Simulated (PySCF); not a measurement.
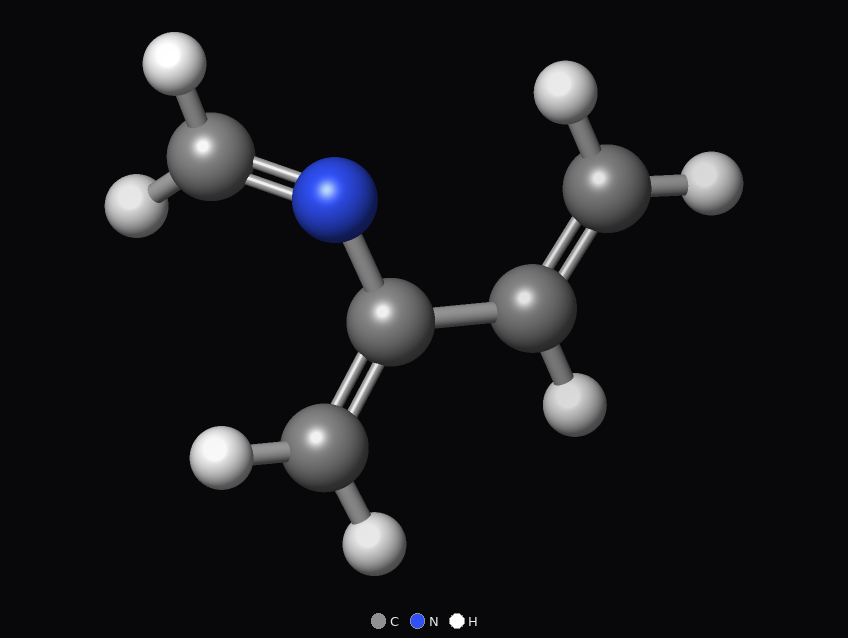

Ball-and-stick drawing of a structure.

Computed geometry: GFN2-xTB optimisation. No frequency run is at hand to confirm it as a minimum.

> What is the molecular formula?

C5H7N, 13 atoms: 5 carbon, 7 hydrogen and 1 nitrogen.

> Write the SMILES.

C=CC(=C)N=C

The parts below concern this one geometry. Atoms keep their numbers from picture to picture.

### Geometry

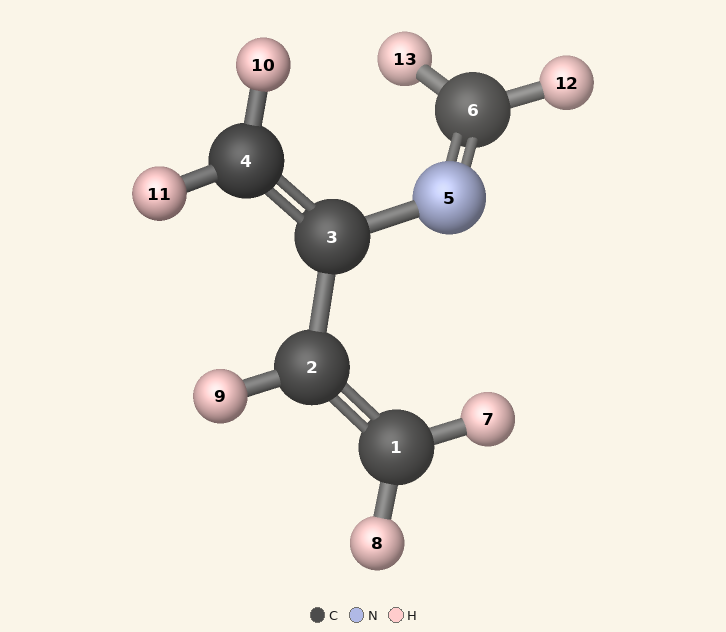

The atoms are numbered. No frequency run is at hand to confirm it as a minimum.

> What is the geometry at C1?

C1 has 3 neighbours (C2 at 1.33, H7 at 1.08, H8 at 1.08 Å); the arrangement is trigonal planar.

> Describe the coordination of atom 5.

N5 has 2 neighbours (C3 at 1.39, C6 at 1.25 Å); the arrangement is bent.

> What is the geometry at C2?

C2 has 3 neighbours (C1 at 1.33, C3 at 1.46, H9 at 1.08 Å); the arrangement is trigonal planar.

> How are the neighbours of atom 4 arranged?

C4 has 3 neighbours (C3 at 1.34, H10 at 1.08, H11 at 1.08 Å); the arrangement is trigonal planar.

> What is the dihedral angle C1–C2–C3–N5?

1° in size, that is syn (eclipsed).

### Quadrupole coupling

No frequency run is at hand to confirm it as a minimum. Electric field gradients from the ground-state density, PBE0/pcSseg-1 (PySCF 2.14.0), non-relativistic apart from any core potentials.

Give the largest field-gradient component, the quadrupole coupling constant and the asymmetry for 14N at N5 (Q = 20.44 mb).

| atom | V_zz (a.u.) | e²qQ/h (MHz) | η |
| --- | --- | --- | --- |
| N5 | −1.109 | −5.33 | 0.42 |

### Polarisability

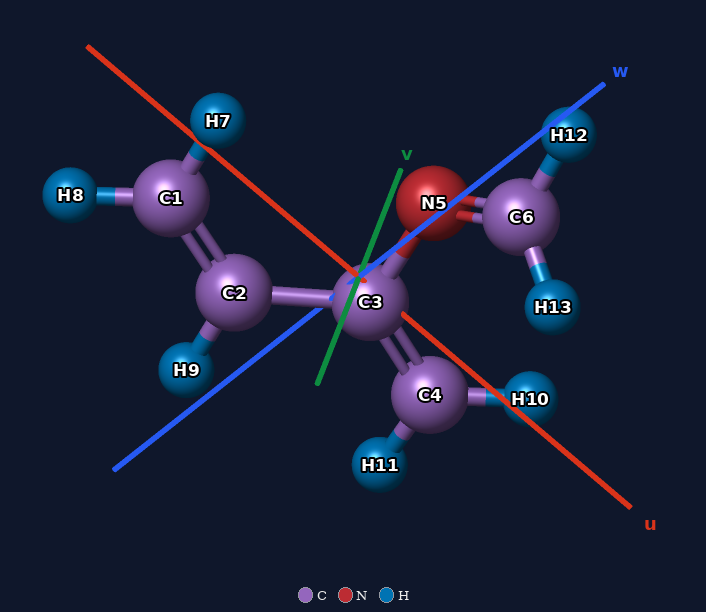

The lines u, v and w are the principal axes of the static dipole polarisability. No frequency run is at hand to confirm it as a minimum. Level of theory: PBE0/def2-SVPD (PySCF 2.14.0).

> Along which axis is the molecule most polarisable, and along which least?

Most along u, least along v.

> Give the three principal values.

u 93.5, v 46.6, w 78.2 bohr³; mean 72.8, anisotropy 41.4 bohr³.

### Excitation

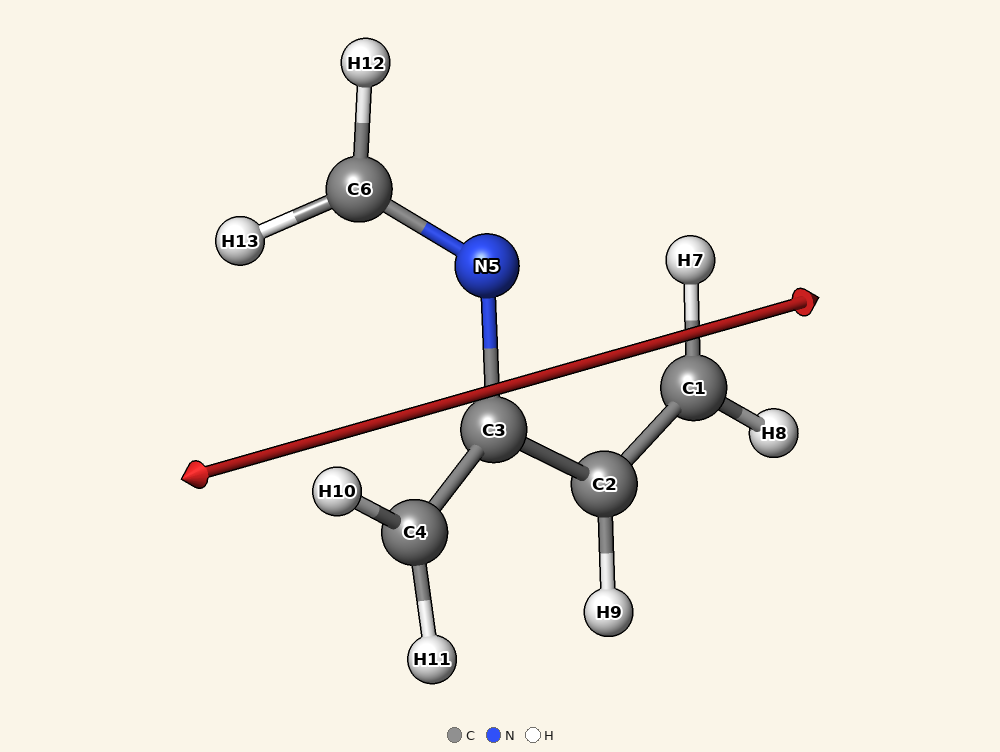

The double arrow shows the direction of the transition dipole to excited singlet state 4 (its length means nothing). No frequency run is at hand to confirm it as a minimum. Method: TDDFT PBE0/def2-SVPD, vertical, gas phase, core orbitals frozen in the response (PySCF 2.14.0).

> Where does the transition lie, and how strong is it?

6.15 eV (202 nm), oscillator strength 0.30, mainly HOMO−1 → LUMO+1 (weight 0.63); transition dipole 3.58 D.
